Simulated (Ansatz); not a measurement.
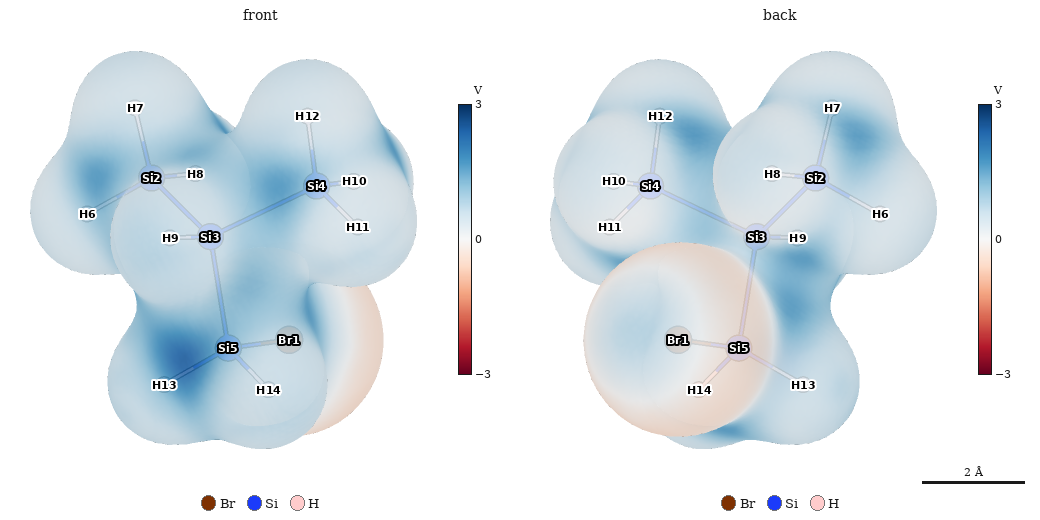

*BrH₉Si₄ (SMILES [SiH3][SiH]([SiH3])[SiH2]Br). The molecular electrostatic potential painted on the density surface at 0.004 e/bohr³, seen from the front and from behind; red is negative and blue positive.*

Geometry: r2SCAN-D4/def2-SVP.

All numbers below come from isolated molecule in a Gaussian basis; Kohn-Sham density functional theory, functional PBE0 in Ansatz 0.2.0.

```xyz
14

Br   -3.3212    0.7581    0.9835
Si    0.8654    0.1960    1.7437
Si   -0.0910   -0.3830   -0.3212
Si   -0.0939    1.4763   -1.7553
Si   -2.3135   -1.0223    0.0543
H     0.7406   -0.9334    2.7152
H     2.3129    0.5228    1.5620
H     0.1605    1.3938    2.2894
H     0.6534   -1.5275   -0.9441
H    -0.7613    2.6216   -1.0681
H    -0.8299    1.1638   -3.0185
H     1.3103    1.8620   -2.0939
H    -2.4418   -2.1643    1.0069
H    -3.0480   -1.3544   -1.2020
```

### Where is the surface potential most negative and most positive?

The most negative region (about −0.4 V) lies over Br1, the most positive (about +2.1 V) over Si5. Br1 shows a σ-hole: about +0.8 V at the tip opposite its bond, against about −0.4 V on its flanks.
